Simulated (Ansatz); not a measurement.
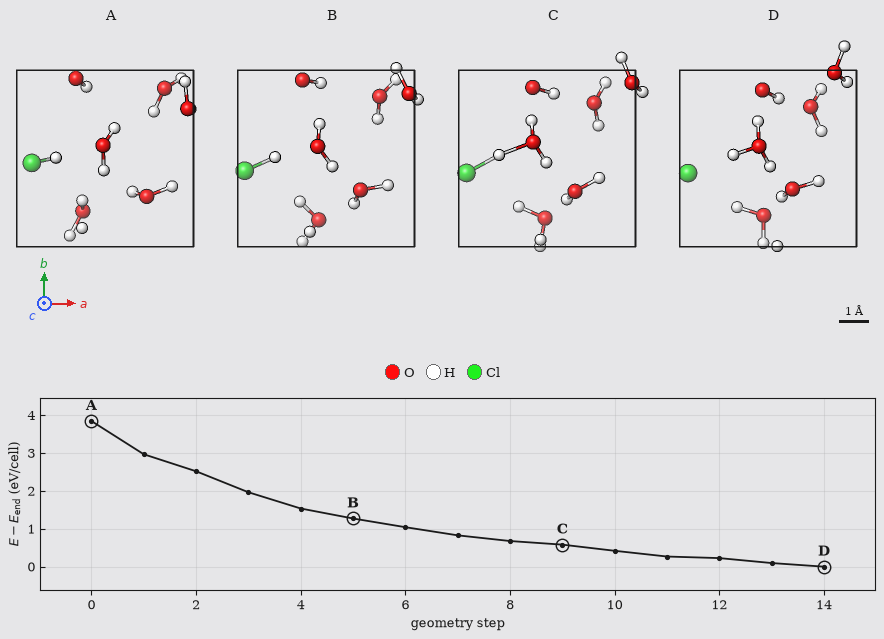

Frames of a relaxation of an amorphous cell of composition H13ClO6, marked on the history of the run. The picture is a ball-and-stick view of the cell of the calculation, seen along the c axis.

The cell holds 6 H2O + 1 HCl. The run prepares the start of a later molecular dynamics calculation, from a guessed geometry.

The calculation used Ansatz, DFT r2SCAN, scalar-relativistic, plane waves, PAW. Set-up: plane-wave cutoff 500 eV; k-point mesh 1 × 1 × 1; occupations fermi dirac; smearing width 0.05 eV; no spin polarisation; atoms relaxed in a fixed cell; force threshold 0.3 eV/Å; at most 15 steps.

Q: What happens along the run?

A: The relaxation stopped without meeting its thresholds, so the last structure isn't shown to be converged. It used up its limit of 15 steps. The largest moves, 1.38 Å, are those of H and O atoms. By element the largest moves are H 1.38 Å, O 1.37 Å, Cl 0.58 Å. The cell doesn't change. Some distances before and after: H–O 1.897 → 1.018 Å, Cl–H 1.280 → 1.909 Å, H–O 0.969 → 1.043 Å, H–O 0.969 → 0.998 Å. New bonds form: H–O (1.90 → 1.02 Å). Bonds break: Cl–H (1.28 → 1.91 Å). Bond angles that change, for instance: H–O–H 104.0° → 100.7°, H–O–H 104.0° → 106.6°, H–O–H 104.0° → 106.2°. Over 14 geometry steps the energy falls by 3.846 eV per cell of the calculation. Largest force component: 1.8 eV/Å at the start, 0.44 eV/Å at the end. Cost: 2 min on 1 thread of Arm Neoverse V2, with other jobs on the host, peak memory 0.49 GiB. From step 0 to 5: an H atom moves most (0.69 Å), energy −2.574 eV per cell of the calculation. From step 5 to 9: an H atom moves most (0.64 Å), energy −0.691 eV per cell of the calculation. From step 9 to 14: an O atom moves most (0.73 Å), energy −0.582 eV per cell of the calculation.

```csv
step,"E − E(0), meV/atom","largest force component, eV/Å"
0,0.00,1.7935
1,-43.87,1.4583
2,-66.32,3.0430
3,-94.03,2.0622
4,-115.48,1.9486
5,-128.68,1.6086
6,-140.16,1.2241
7,-150.92,0.6553
8,-158.43,0.6319
9,-163.21,1.1363
10,-171.33,0.7818
11,-178.91,1.8974
12,-180.97,2.1085
13,-187.50,0.9072
14,-192.29,0.4443
```

Limits of the set-up: the program's low-accuracy preset was used; the periodic images lie only 6.1 Å apart, so the values are limited by the cell's size.
